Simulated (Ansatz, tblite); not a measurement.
# C₃₉H₂₇F₃O₉S₄: a ladder of methods and basis sets

Aim: run the singlet of C₃₉H₂₇F₃O₉S₄ at one geometry on many levels, and compare frontier levels, spin and run time.

Computed with Ansatz 0.2.0, Gaussian basis. Level: as each input shows.

Levels to be run: GFN1-xTB, GFN2-xTB, PBE-D4/def2-TZVP, r2SCAN-D4/def2-TZVP, PBE-D4/def2-SVP, PBE0-D4/def2-SVP.

1 further run of the same task is left out (set aside as unsound or not needed).

## Step 1: The relaxed structure

The singlet was relaxed beforehand with PBE-D4/def2-SVP.

SMILES `COc1ccc(-c2sc(-c3sc(-c4sc(-c5sc(-c6ccc(C(F)=C(F)F)cc6)c6c5OCCO6)c5c4OCCO5)c4c3OCCO4)c3c2OCCO3)cc1`, 82 atoms, charge 0, spin multiplicity 1.

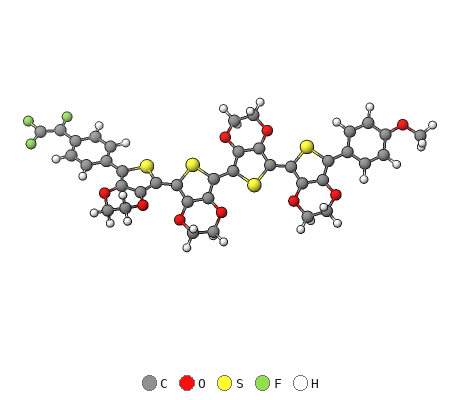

The structure; carbon grey, oxygen red, sulfur yellow, fluorine green, hydrogen white.

PBE0-D4/def2-TZVP was run before; its log isn't repeated, and its numbers join the tables.

## Step 2: GFN1-xTB

Tight binding, by tblite at 300 K electronic temperature and without a spin-polarisation term:

```python
tblite.interface.Calculator('GFN1-xTB', numbers, positions, charge=0, uhf=0).singlepoint()
```

Energy -4613.2344 eV, HOMO -9.84 eV, LUMO -8.47 eV; 0.68 s.

## Step 3: GFN2-xTB

Tight binding, by tblite at 300 K electronic temperature and without a spin-polarisation term:

```python
tblite.interface.Calculator('GFN2-xTB', numbers, positions, charge=0, uhf=0).singlepoint()
```

Energy -4383.1814 eV, HOMO -9.24 eV, LUMO -7.94 eV; 0.67 s.

## Step 4: PBE-D4/def2-TZVP

start.molden holds the orbitals of an earlier run on this state, given as this run's starting guess.

Input file in.yaml:

```yaml
crystal:
  periodic: [false, false, false]
  atoms:
    - {symbol: C, position_ang: [-13.364727, -1.154587, 1.719227]}
    - {symbol: O, position_ang: [-12.213063, -0.973678, 2.518039]}
    - {symbol: C, position_ang: [-11.014081, -0.805061, 1.892437]}
    - {symbol: C, position_ang: [-10.828830, -0.795596, 0.495200]}
    - {symbol: C, position_ang: [-9.548495, -0.616927, -0.045138]}
    - {symbol: C, position_ang: [-8.411908, -0.438900, 0.780992]}
    - {symbol: C, position_ang: [-7.077771, -0.259124, 0.224548]}
    - {symbol: S, position_ang: [-5.664057, -0.259763, 1.273487]}
    - {symbol: C, position_ang: [-4.546230, -0.004757, -0.059834]}
    - {symbol: C, position_ang: [-3.130222, 0.081764, 0.124744]}
    - {symbol: S, position_ang: [-2.011661, 0.305684, -1.220024]}
    - {symbol: C, position_ang: [-0.606002, 0.295004, -0.154754]}
    - {symbol: C, position_ang: [0.733165, 0.407127, -0.643103]}
    - {symbol: S, position_ang: [2.137248, 0.334950, 0.416231]}
    - {symbol: C, position_ang: [3.266604, 0.471076, -0.928493]}
    - {symbol: C, position_ang: [4.681707, 0.453764, -0.689437]}
    - {symbol: S, position_ang: [5.351589, -0.485478, 0.632885]}
    - {symbol: C, position_ang: [7.000216, 0.033169, 0.311698]}
    - {symbol: C, position_ang: [8.097498, -0.428497, 1.145437]}
    - {symbol: C, position_ang: [9.445335, -0.055518, 0.891143]}
    - {symbol: C, position_ang: [10.490500, -0.511409, 1.692833]}
    - {symbol: C, position_ang: [10.247752, -1.365367, 2.798044]}
    - {symbol: C, position_ang: [11.294169, -1.878807, 3.676697]}
    - {symbol: F, position_ang: [10.879024, -2.674968, 4.693252]}
    - {symbol: C, position_ang: [12.635871, -1.676184, 3.623173]}
    - {symbol: F, position_ang: [13.490056, -2.202641, 4.486247]}
    - {symbol: F, position_ang: [13.249069, -0.933091, 2.708854]}
    - {symbol: C, position_ang: [8.906065, -1.737567, 3.059882]}
    - {symbol: C, position_ang: [7.864556, -1.281380, 2.255441]}
    - {symbol: C, position_ang: [7.004100, 0.872611, -0.808014]}
    - {symbol: C, position_ang: [5.707948, 1.122817, -1.359018]}
    - {symbol: O, position_ang: [5.499873, 1.979115, -2.401286]}
    - {symbol: C, position_ang: [6.625073, 2.820187, -2.647936]}
    - {symbol: C, position_ang: [7.915425, 2.014778, -2.625229]}
    - {symbol: O, position_ang: [8.131016, 1.444860, -1.331413]}
    - {symbol: C, position_ang: [2.569017, 0.583931, -2.133180]}
    - {symbol: C, position_ang: [1.154730, 0.562082, -1.966777]}
    - {symbol: O, position_ang: [0.282248, 0.649954, -3.015927]}
    - {symbol: C, position_ang: [0.914154, 0.375640, -4.268555]}
    - {symbol: C, position_ang: [2.252607, 1.098117, -4.369279]}
    - {symbol: O, position_ang: [3.157161, 0.647455, -3.361183]}
    - {symbol: C, position_ang: [-1.015922, 0.129196, 1.171162]}
    - {symbol: C, position_ang: [-2.420760, 0.007860, 1.327147]}
    - {symbol: O, position_ang: [-3.017586, -0.164446, 2.544328]}
    - {symbol: C, position_ang: [-2.136706, 0.156266, 3.625067]}
    - {symbol: C, position_ang: [-0.756691, -0.452649, 3.402583]}
    - {symbol: O, position_ang: [-0.146953, 0.082937, 2.224198]}
    - {symbol: C, position_ang: [-5.263652, 0.067913, -1.255532]}
    - {symbol: C, position_ang: [-6.673471, -0.072367, -1.099682]}
    - {symbol: O, position_ang: [-7.524695, -0.019304, -2.173727]}
    - {symbol: C, position_ang: [-6.908243, 0.540348, -3.335317]}
    - {symbol: C, position_ang: [-5.524930, -0.056282, -3.559541]}
    - {symbol: O, position_ang: [-4.660004, 0.259287, -2.467548]}
    - {symbol: C, position_ang: [-8.625343, -0.448580, 2.186362]}
    - {symbol: C, position_ang: [-9.892546, -0.629032, 2.732434]}
    - {symbol: H, position_ang: [-13.292768, -2.066675, 1.082975]}
    - {symbol: H, position_ang: [-13.556937, -0.278082, 1.058428]}
    - {symbol: H, position_ang: [-14.216318, -1.270921, 2.415675]}
    - {symbol: H, position_ang: [-11.678007, -0.931956, -0.188446]}
    - {symbol: H, position_ang: [-9.422761, -0.619861, -1.135488]}
    - {symbol: H, position_ang: [9.666230, 0.606373, 0.044899]}
    - {symbol: H, position_ang: [11.514059, -0.195320, 1.454616]}
    - {symbol: H, position_ang: [8.688569, -2.396244, 3.911640]}
    - {symbol: H, position_ang: [6.836005, -1.594615, 2.494563]}
    - {symbol: H, position_ang: [6.674548, 3.629958, -1.882577]}
    - {symbol: H, position_ang: [6.465588, 3.281902, -3.642249]}
    - {symbol: H, position_ang: [8.791860, 2.658139, -2.835834]}
    - {symbol: H, position_ang: [7.870026, 1.206886, -3.391646]}
    - {symbol: H, position_ang: [1.069016, -0.722405, -4.381351]}
    - {symbol: H, position_ang: [0.218103, 0.720597, -5.057970]}
    - {symbol: H, position_ang: [2.735753, 0.891860, -5.344473]}
    - {symbol: H, position_ang: [2.095677, 2.197710, -4.273889]}
    - {symbol: H, position_ang: [-2.048902, 1.262946, 3.724954]}
    - {symbol: H, position_ang: [-2.601544, -0.249222, 4.544787]}
    - {symbol: H, position_ang: [-0.842467, -1.560239, 3.312722]}
    - {symbol: H, position_ang: [-0.080308, -0.214267, 4.246464]}
    - {symbol: H, position_ang: [-7.578086, 0.315303, -4.188454]}
    - {symbol: H, position_ang: [-6.826449, 1.646988, -3.226272]}
    - {symbol: H, position_ang: [-5.604497, -1.162452, -3.675079]}
    - {symbol: H, position_ang: [-5.055312, 0.364835, -4.470061]}
    - {symbol: H, position_ang: [-7.771319, -0.302870, 2.866913]}
    - {symbol: H, position_ang: [-10.049019, -0.634252, 3.821286]}
basis:
  gaussian: {orbitals: def2-TZVP, fitting: {mean_field: def2-universal-jkfit}, initial_orbitals: start.molden}
hamiltonian: {xc: pbe, dispersion: d4}
scf: {omitted_lower_state_checks: [starts]}
output: {orbitals: {seedname: orbitals}}
```

Started as:

```bash
ansatz run in.yaml --threads 11 --pin off --events-out ev --progress --plain --max-ram 174080MiB --backend cuda --devices 0, --max-vram 75GiB
```

The runs that follow: r2SCAN-D4/def2-TZVP; PBE-D4/def2-SVP; PBE0-D4/def2-SVP.

Before running them: what should the planned runs give, taken together? Wanted: gap in def2-TZVP, named functionals, smallest and largest; binding an atom, functionals in def2-TZVP; PBE0 total energy, smallest basis above largest.

**Answer**, as computed:

| quantity | value |
| --- | --- |
| gap in def2-TZVP, named functionals, smallest and largest | 1.43 eV (PBE-D4), 2.64 eV (PBE0-D4) |
| binding an atom, functionals in def2-TZVP | 5.06 (r2SCAN-D4) to 5.26 eV (PBE-D4) |
| PBE0 total energy, smallest basis above largest | 88.82 eV (def2-SVP, def2-TZVP) |

In words: Orbital gaps of the named functionals in def2-TZVP span 1.43 eV (PBE-D4) to 2.64 eV (PBE0-D4); exact exchange widens it.
